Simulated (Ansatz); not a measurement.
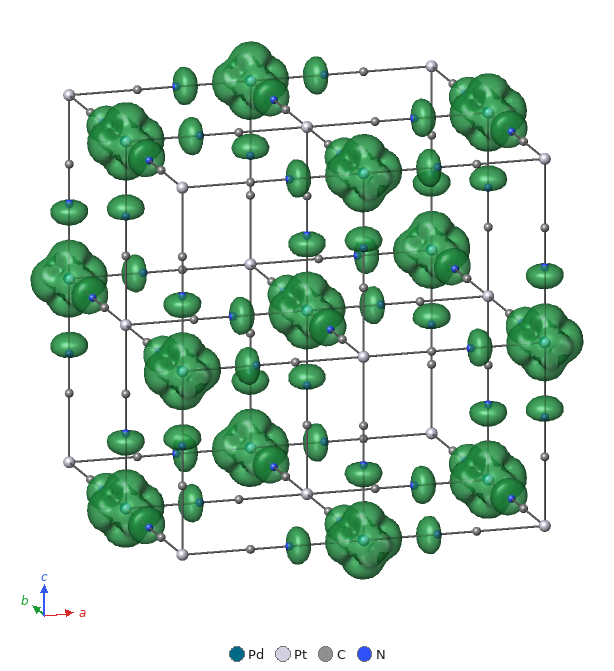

PdPtC$_{6}$N$_{6}$. Isosurface of the spin density at +0.06 e/Å³ (green), seen slightly off an axis. Sticks mark near contacts.

Space group Fm-3m; a structure generated by program, which may or may not match a known phase; spin-polarised.

All numbers below come from Ansatz 0.2.0, DFT PBE, scalar-relativistic, plane waves, PAW.

Core electrons are frozen (PAW), and the valence fields are smoothed inside the atomic spheres.

**Which atoms carry the moments, and with what signs?**

The spin density sits on Pd: +1.3 μB (×4) in one cell of 56 atoms, with smaller moments on other sites: N (up to +0.05 μB): parallel main moments, as they must be, since the calculation's own cell holds one magnetic site. The cell of the calculation (14 atoms) carries 2.0 μB of net spin moment.
